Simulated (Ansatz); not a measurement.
C3H8OSi2: several calculations on one system

Part 1: Relaxation

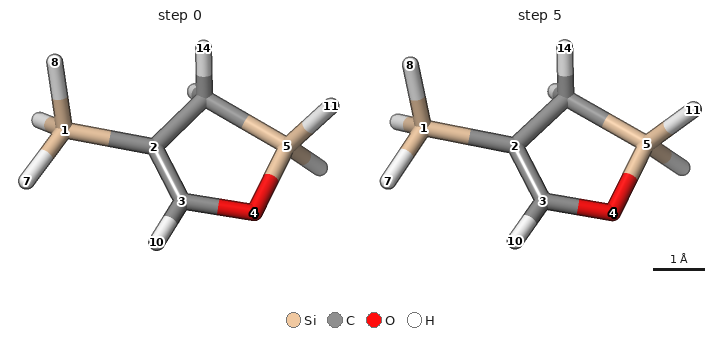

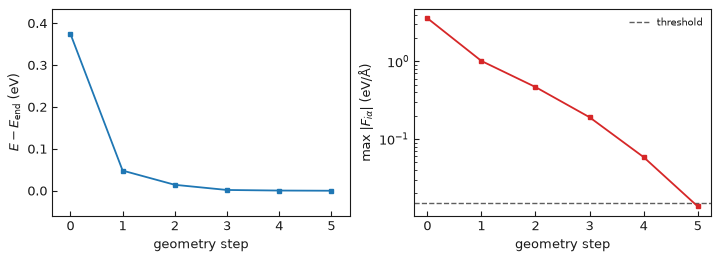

First and last geometry of a relaxation of C3H8OSi2, with the history of the run. The picture is a stick view, seen at a tilt.

The run prepares an end point of a later path (torsion) calculation, from a guessed geometry.

The calculation used Ansatz, RKS PBE0-D4/STO-3G.

Input
```yaml
crystal:
  periodic: [false, false, false]
  atoms:
    - { symbol: Si, position_ang: [-1.1867, -0.7638, 1.7419] }
    - { symbol: C, position_ang: [-0.0858, -0.2859, 0.3815] }
    - { symbol: C, position_ang: [1.0967, -0.8307, 0.163] }
    - { symbol: O, position_ang: [1.991, -0.4028, -0.8927] }
    - { symbol: Si, position_ang: [1.0869, 0.7796, -1.7547] }
    - { symbol: C, position_ang: [-0.4725, 0.8023, -0.6254] }
    - { symbol: H, position_ang: [-0.6248, -1.7779, 2.5926] }
    - { symbol: H, position_ang: [-1.4737, 0.4971, 2.5525] }
    - { symbol: H, position_ang: [-2.5102, -1.1886, 1.1989] }
    - { symbol: H, position_ang: [1.6152, -1.6042, 0.7842] }
    - { symbol: H, position_ang: [1.7983, 2.0838, -1.6531] }
    - { symbol: H, position_ang: [0.7936, 0.3523, -3.1045] }
    - { symbol: H, position_ang: [-1.4065, 0.5325, -1.2182] }
    - { symbol: H, position_ang: [-0.6346, 1.7769, -0.1371] }
basis:
  gaussian: { orbitals: STO-3G }
hamiltonian:
  xc: pbe0
  dispersion: d4
relax:
  f_tol: 0.015
  max_steps: 40
```

Run as
```bash
ansatz run input.yaml --threads 1 --pin off --max-ram 2048MiB --backend cpu --events-out ev --progress --plain --runs-dir out
```

### Read the history and describe the run.

It converged. H8 moves most after the best rigid fit: 0.10 Å. Largest moves by element: H 0.10 Å, Si 0.05 Å, O 0.05 Å, C 0.03 Å. Near-neighbour distances that change, for instance: Si1–H8 1.526 → 1.446 Å, Si5–C6 1.926 → 1.871 Å, C3–O4 1.448 → 1.396 Å, Si1–H9 1.492 → 1.445 Å. Bond angles that change, for instance: C6–Si5–H11 109.7° → 115.4°, H11–Si5–H12 114.8° → 109.2°, O4–C3–H10 108.8° → 112.8°. Over 5 geometry steps the energy falls by 0.375 eV. Largest force component: 3.6 eV/Å at the start, 0.014 eV/Å at the end.

```json
{"step": "0", "E − E(0), eV": "0.0000", "largest force component, eV/Å": "3.6184"}
{"step": "1", "E − E(0), eV": "-0.3265", "largest force component, eV/Å": "1.0159"}
{"step": "2", "E − E(0), eV": "-0.3605", "largest force component, eV/Å": "0.4682"}
{"step": "3", "E − E(0), eV": "-0.3728", "largest force component, eV/Å": "0.1909"}
{"step": "4", "E − E(0), eV": "-0.3742", "largest force component, eV/Å": "0.0584"}
{"step": "5", "E − E(0), eV": "-0.3746", "largest force component, eV/Å": "0.0135"}
```

Limits of the set-up: STO-3G is a minimal basis, so the numbers are rough.

Part 2: Relaxation

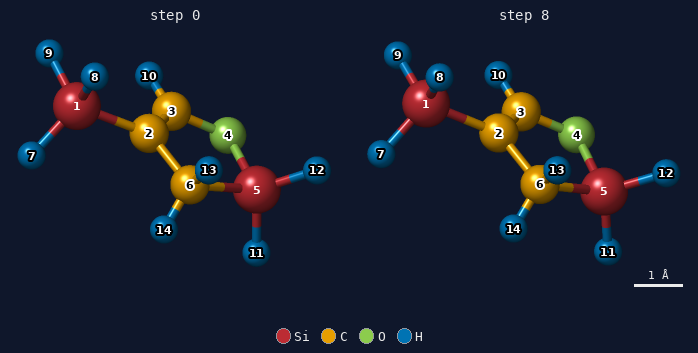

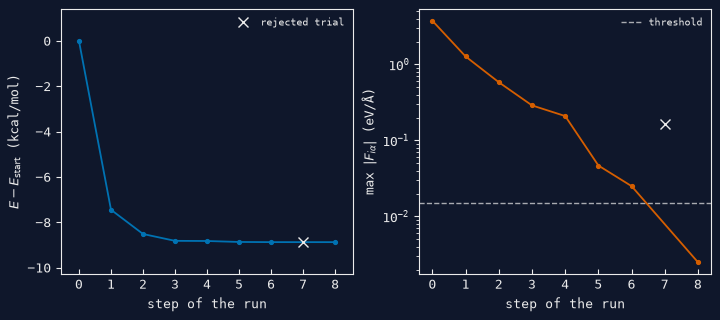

First and last geometry of a relaxation of C₃H₈OSi₂, with the history of the run. Style: ball-and-stick. Shown from a free direction.

The run prepares an end point of a later path (torsion) calculation, from a guessed geometry.

All numbers below come from Ansatz, RKS PBE0-D4/STO-3G. Settings: no spin polarisation; force threshold 0.015 eV/Å; at most 40 steps.

**Read the history and describe the run.**

It converged. The energy falls by 8.87 kcal/mol in 7 accepted moves (8 points after the start). The largest force component goes from 3.8 to 0.0025 eV/Å. The line search rejected the trial step at point 7 of the run. The atom that moves furthest after the best rigid fit is H8 (0.090 Å). Largest moves by element: H 0.090 Å, Si 0.059 Å, C 0.040 Å, O 0.027 Å. Near-neighbour distances that change, for instance: Si1–H8 1.526 → 1.445 Å, Si5–C6 1.925 → 1.872 Å, C3–O4 1.448 → 1.396 Å, Si1–H9 1.492 → 1.443 Å. Among the angles between lasting bonds that change: C6–Si5–H11 109.7° → 115.5°, H11–Si5–H12 114.8° → 109.2°, O4–C3–H10 108.8° → 112.8°. The run took 61 s on 1 thread of Arm Neoverse N1, on a shared host, peak memory 0.13 GiB.

Limits of the set-up: STO-3G is a minimal basis, so the numbers are rough.

Part 3: Path

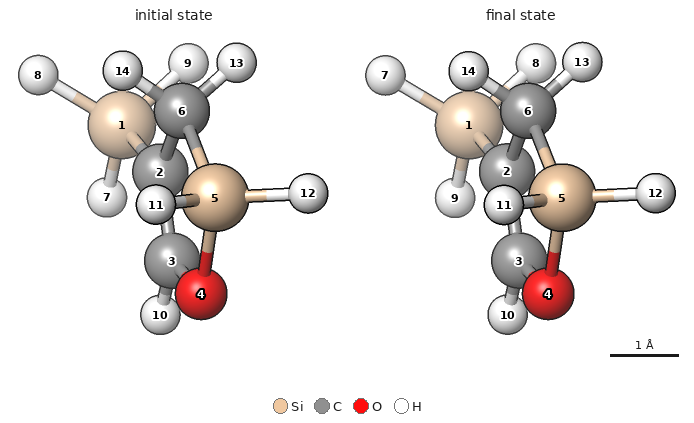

The two relaxed end points of a path for C3H8OSi2. Style: ball-and-stick. Shown from a free direction.

These are results of RKS PBE0-D4/STO-3G in Ansatz, not measurements.

Input
```yaml
crystal:
  periodic: [false, false, false]
  atoms:
    - { symbol: Si, position_ang: [-1.218917, -0.733647, 1.762277] }
    - { symbol: C, position_ang: [-0.093584, -0.263645, 0.377868] }
    - { symbol: C, position_ang: [1.12229, -0.811165, 0.166408] }
    - { symbol: O, position_ang: [1.951399, -0.429278, -0.889513] }
    - { symbol: Si, position_ang: [1.059879, 0.810662, -1.735877] }
    - { symbol: C, position_ang: [-0.466675, 0.812179, -0.653478] }
    - { symbol: H, position_ang: [-0.609783, -1.765323, 2.566597] }
    - { symbol: H, position_ang: [-1.497612, 0.411764, 2.599089] }
    - { symbol: H, position_ang: [-2.480039, -1.219589, 1.250075] }
    - { symbol: H, position_ang: [1.567463, -1.598192, 0.794218] }
    - { symbol: H, position_ang: [1.83116, 2.034767, -1.72425] }
    - { symbol: H, position_ang: [0.853838, 0.390404, -3.104838] }
    - { symbol: H, position_ang: [-1.380804, 0.546588, -1.20326] }
    - { symbol: H, position_ang: [-0.651715, 1.785075, -0.176416] }
basis:
  gaussian: { orbitals: STO-3G }
hamiltonian:
  xc: pbe0
  dispersion: d4
neb:
  order_check: false
  images: 7
  f_tol: 0.05
  max_iterations: 46
  initial_path: idpp
  final_atoms:
    - { symbol: Si, position_ang: [-1.22046239, -0.73731118, 1.76014046] }
    - { symbol: C, position_ang: [-0.11744946, -0.28666573, 0.35159062] }
    - { symbol: C, position_ang: [0.94468012, -1.02148351, -0.04211192] }
    - { symbol: O, position_ang: [1.76164964, -0.65812244, -1.11430931] }
    - { symbol: Si, position_ang: [1.07960135, 0.83336811, -1.71321903] }
    - { symbol: C, position_ang: [-0.33195869, 0.97851379, -0.49261699] }
    - { symbol: H, position_ang: [-1.21155207, 0.29957721, 2.76682153] }
    - { symbol: H, position_ang: [-2.58352682, -0.89757113, 1.30733959] }
    - { symbol: H, position_ang: [-0.77527572, -1.97390569, 2.35599337] }
    - { symbol: H, position_ang: [1.2620424, -1.96079323, 0.43673482] }
    - { symbol: H, position_ang: [2.0817598, 1.87403016, -1.63449834] }
    - { symbol: H, position_ang: [0.69080772, 0.65080696, -3.09495525] }
    - { symbol: H, position_ang: [-1.31830677, 0.98054136, -0.97800976] }
    - { symbol: H, position_ang: [-0.27510911, 1.88961533, 0.1200002] }
```

Launched with:
```bash
ansatz run input.yaml --threads 1 --pin off --max-ram 2048MiB --backend cpu --events-out ev --progress --plain --runs-dir out
```

What barrier does the band find between them, and by what path?

The barrier is about 0.88 kcal/mol in both directions, with image 4 at the top; the ends have the same energy. The motion is a rotation about the Si1–C2 bond by about 120°. No bond forms or breaks between the ends. The band converged in 3 iterations. The largest component of the band force went from 0.85 to 0.045 eV/Å. The climbing image converged on the top of the path. Its vibrational analysis gives one imaginary mode (88i cm⁻¹), as a transition state must have.

Energies of the converged images:

| image | path (Å) | E (kcal/mol) |
| --- | --- | --- |
| 0 | 0.00 | 0.00 |
| 1 | 0.55 | 0.13 |
| 2 | 1.09 | 0.44 |
| 3 | 1.64 | 0.75 |
| 4 | 2.19 | 0.88 |
| 5 | 2.73 | 0.76 |
| 6 | 3.28 | 0.45 |
| 7 | 3.82 | 0.13 |
| 8 | 4.37 | 0.00 |

The geometry at the top of the path:

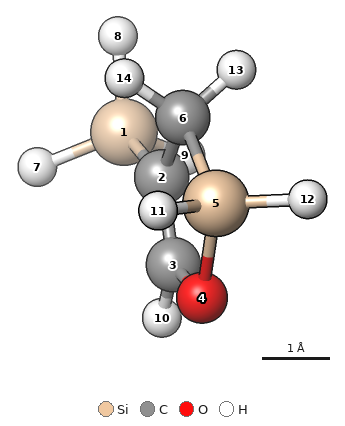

Limits of the set-up: STO-3G is a minimal basis, so the numbers are rough.

The run took 2.8 min on 1 thread of Arm Neoverse N1, with other jobs on the host, peak memory 0.13 GiB.
